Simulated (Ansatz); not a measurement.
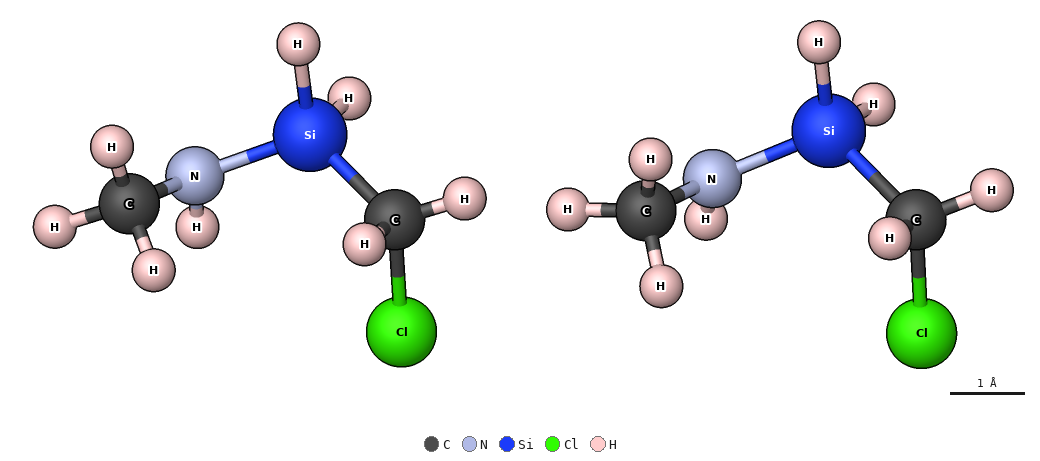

Two geometries of C2H8ClNSi (coarse preliminary run), drawn at one scale. One is the start of a relaxation, the other its converged end. A ball-and-stick model, seen at a tilt.

Theory: Ansatz 0.2.0, RKS PBE-D4/def2-SVP. Set-up: force threshold 0.03 eV/Å; at most 200 steps.

### Which geometry has the lower energy?

The right one is the relaxed one. The start comes from a force field. Over 7 geometry steps the energy falls by 16.1 kcal/mol. Largest force component: 4.6 eV/Å at the start, 0.015 eV/Å at the end. The largest move after the best rigid fit is that of an H atom, 0.33 Å. Largest moves by element: H 0.33 Å, Cl 0.13 Å, C 0.11 Å, N 0.07 Å, Si 0.07 Å. Near-neighbour distances that change, for instance: C–Si 1.790 → 1.912 Å, C–H 1.010 → 1.109 Å, C–H 1.168 → 1.111 Å, N–Si 1.690 → 1.738 Å. Bond angles that change, for instance: Si–C–H 119.4° → 112.6°, Si–N–H 109.4° → 115.4°, H–Si–H 106.1° → 111.9°.
